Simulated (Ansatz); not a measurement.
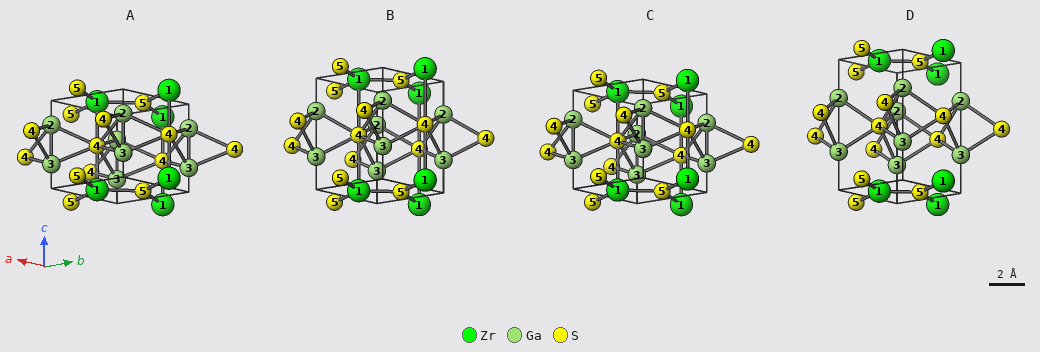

4 geometries from one relaxation of crystalline ZrGa2S2 (a generated structure, set up in P-6m2), in shuffled order. A ball-and-stick model of the cell of the calculation, seen from a free direction.

Method: DFT PBE, scalar-relativistic, plane waves, PAW (Ansatz 0.2.0). (plane-wave cutoff 420 eV; k-point mesh 12 × 12 × 6; occupations gaussian; smearing width 0.1 eV; no spin polarisation; cell and atoms relaxed; force threshold 0.01 eV/Å; at most 80 steps)

> Put them in the order of the run, from the start to the converged end.

D, B, C, A. They are steps 0, 3, 5, 14, at +212 meV per atom, +123 meV per atom, +39.2 meV per atom relative to the last. The energy falls by 212 meV per atom in 11 accepted moves (14 points after the start). The largest force component goes from 0.24 to 0.0041 eV/Å. Pressure: 0.48 GPa at the start and 0.01 GPa at the end. The line search rejected the trial step at point 8 of the run. At 2 points the geometry stayed and the basis and grid were re-selected for the new cell (energy shift of 1.6 meV per atom at most each time). The largest moves relative to the cell, 0.100 Å, are those of Ga2 and Ga3. Ga3 goes along −c. Zr and S stay in place. Cell: a = b 4.103 → 4.615 Å (+12.5 %), c 8.024 → 5.403 Å (−32.7 %). Volume −14.8 %. Among the contacts that change: Zr1–S4 4.012 → 2.701 Å, Ga2–Ga3 3.298 → 2.421 Å, Zr1–S5 2.369 → 2.664 Å, Ga2–S4 2.887 → 2.926 Å. New bonds form: Ga2–Ga3 (3.30 → 2.42 Å), Zr1–S4 (4.01 → 2.70 Å). The space group stays P-6m2 (No. 187). The run took 7.3 min on 1 thread of Arm Neoverse V2 (shared host), peak memory 0.52 GiB.
